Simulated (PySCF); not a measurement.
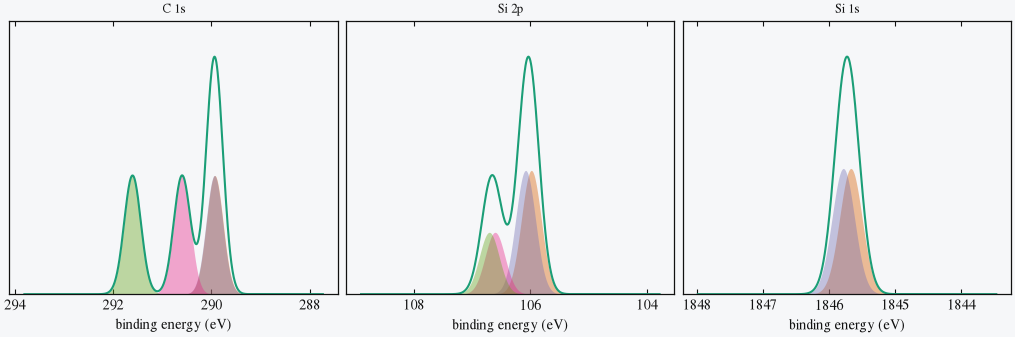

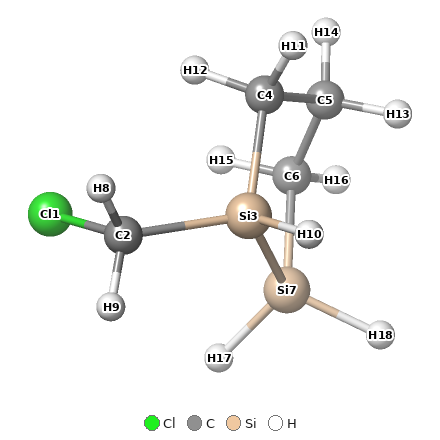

Simulated XPS of C₄H₁₁ClSi₂, SMILES ClC[Si@@H]1CCC[SiH2]1. Vertical core-electron binding energies by ΔSCF (SCAN, pcX-2 on the ionised atom, pcseg-1 elsewhere, spin-free X2C; PySCF, at a PBE0-D3(BJ)/def2-SVP geometry (no frequency check)), gas phase, against the vacuum level. One atom of each kind was ionised; within a panel, areas follow the number of like atoms and 2j + 1 (2p levels are split by first-order spin-orbit coupling, an approximation), each panel is scaled alone, Gaussians of 0.4 eV full width. Only the regions named are shown. Lines closer than the width merge in the curve.

Q: Assign the components.

A:
```
   level  atoms  binding energy (eV)
    C 1s     C2                291.6
    C 1s     C5                290.6
    C 1s     C4                289.9
    C 1s     C6                289.9
Si 2p1/2    Si3                106.7
Si 2p1/2    Si7                106.6
Si 2p3/2    Si3                106.1
Si 2p3/2    Si7                106.0
   Si 1s    Si3               1845.8
   Si 1s    Si7               1845.7
```

Q: How large is the chemical shift across the C 1s region?

A: 1.7 eV, from C6 at 289.9 eV to C2 at 291.6 eV.

Caveats: one conformer of a flexible molecule.
